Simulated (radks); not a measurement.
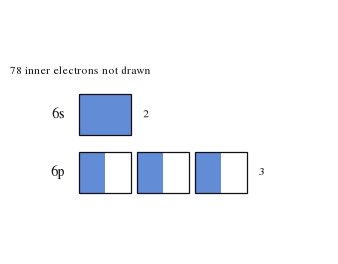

The outer shells as the input fills them: a box for each of the 2l + 1 orbitals, shaded by the share of the shell that is filled, with the electron count at the right.

Run report: Bi, atomic calculation

System: a free Bi atom in the configuration [Xe] 4f14 5d10 6s2 6p3 (high spin).
Method: scalar-relativistic Kohn-Sham, r2SCAN, spin-polarised, spherical densities, finite nucleus (the in-house radial solver radks).

## The program's output
```
1s      1   1.0000       -3334.16981772
2s      1   1.0000        -600.20265861
2p      1   3.0000        -513.47440349
3s      1   1.0000        -145.32402307
3p      1   3.0000        -120.44061232
3d      1   5.0000         -95.35772425
4s      1   1.0000         -33.61510724
4p      1   3.0000         -25.42772111
4d      1   5.0000         -16.01014722
4f      1   7.0000          -5.66028843
5s      1   1.0000          -5.89765834
5p      1   3.0000          -3.60085751
5d      1   5.0000          -1.01649679
6s      1   1.0000          -0.57463857
6p      1   3.0000          -0.20357110
1s      2   1.0000       -3334.16764616
2s      2   1.0000        -600.20268354
2p      2   3.0000        -513.47344532
3s      2   1.0000        -145.32342492
3p      2   3.0000        -120.43975881
3d      2   5.0000         -95.35691700
4s      2   1.0000         -33.61341548
4p      2   3.0000         -25.42599757
4d      2   5.0000         -16.00815317
4f      2   7.0000          -5.65792210
5s      2   1.0000          -5.89219268
5p      2   3.0000          -3.59789527
5d      2   5.0000          -1.00702782
6s      2   1.0000          -0.49243867
6p      2   0.0000          -0.09383410
Etot -21526.875544319402
Ekin 24400.221413160936
Encl -53795.74305346617
Eh 8263.854235000377
Exc -395.2081390145454
err 5.312350350834103e-06
it 11
```

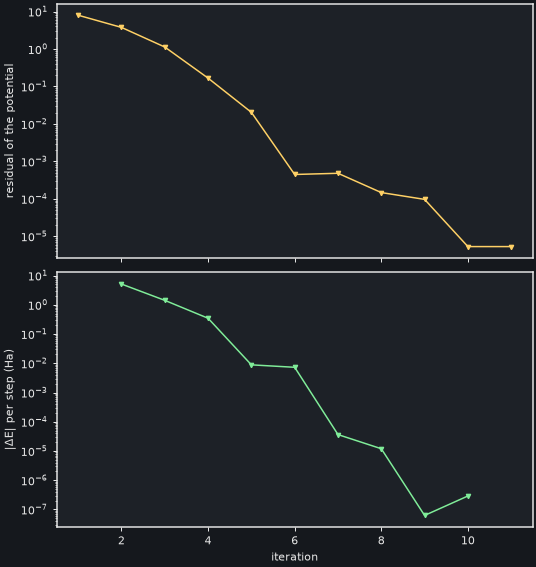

Convergence: residual of the potential and change of the energy from step to step (the smallest changes aren't drawn) against the iteration. The residual falls almost steadily, with no more than small rises or pauses. It goes from 8.0 to 5.3×10⁻⁶ in 11 steps.

## Input file
```
Z 83
configuration [Hg] 6p3
relativity scalar-relativistic
functional r2scan,r2scan
spin polarised
nucleus finite rms 5.5211 fm
c 137.035999084
mesh_step 0.03
max_iterations 99
```

Energies in input and log are in hartree, lengths in bohr (the nuclear radius in fm).

The run was one of a batch that the task file lists, launched with:
```bash
python <driver script> task.json out
```

## What the run reported

| quantity | value |
| --- | --- |
| outcome | converged |
| total energy | −21526.8755 hartree |
| kinetic energy | 24400.2214 hartree |
| electron–nucleus energy | −53795.7431 hartree |
| Hartree energy | 8263.8542 hartree |
| exchange–correlation energy | −395.208139 hartree |
| radius at density 0.001 e/bohr³ | 4.73 bohr |
| SCF iterations | 11 |
| hardware | 1 thread of Arm Neoverse V2, 23 GiB of memory available, shared host |

## What is odd here

A numerical setting was moved from its usual value: mesh step h = 0.03. The program ran to the end. Its total energy differs from that of the same run with the usual input (−21526.87482 hartree) by −0.00072 hartree, a small shift.
